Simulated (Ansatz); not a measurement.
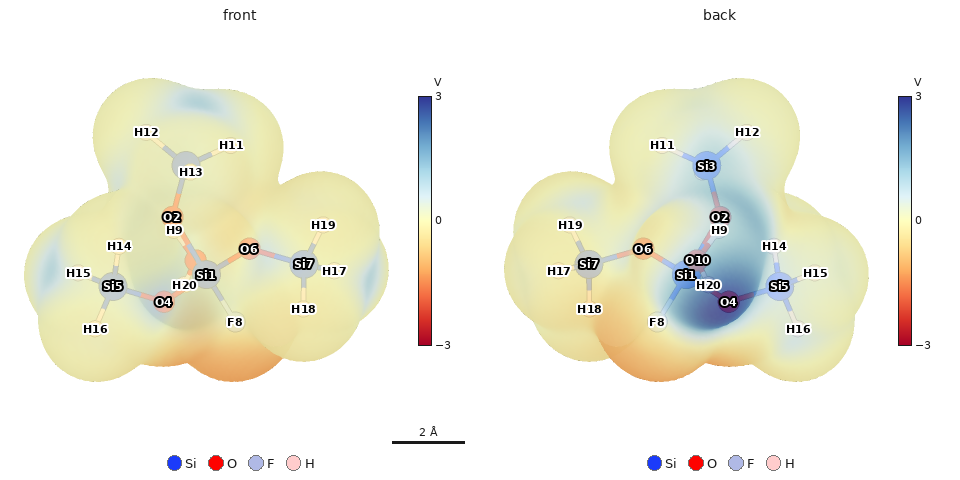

The picture shows: FH₁₁O₄Si₄. The electrostatic potential painted on the density surface at 0.001 e/bohr³, seen from the front and from behind; the colour scale runs from red (negative) to blue (positive).

A transition-state structure; geometry: PBE0-D4/def2-TZVP.

Method: RKS PBE0-D4/def2-TZVPP in Ansatz.

```xyz
20

Si   -0.7128    0.3330    0.5258
O    -0.2260    0.1817   -1.2797
Si    0.6541   -1.0164   -2.0143
O     0.1746    1.6791    0.7296
Si    1.2374    2.5430   -0.1757
O    -0.0660   -1.1333    0.8330
Si   -0.0902   -2.1576    2.1260
F    -1.6095    0.4750    1.8778
H    -1.4838    0.4590   -1.3220
O    -2.2109    0.4849   -0.4560
H    -0.0575   -2.3180   -1.9550
H     0.8122   -0.6184   -3.4367
H     1.9854   -1.1286   -1.3757
H     2.3280    1.6852   -0.7050
H     0.5389    3.2026   -1.3100
H     1.8181    3.5825    0.7085
H    -1.4678   -2.6523    2.3707
H     0.4273   -1.4849    3.3428
H     0.7905   -3.2988    1.7751
H    -2.8422    1.1825   -0.2590
```

**Which sites attract a positive test charge, and which a negative one?**

A positive charge is drawn to the negative regions and a negative charge to the positive ones. The most negative region (about −1.2 V) lies over O4 and F8, the most positive (about +2.7 V) over H20.
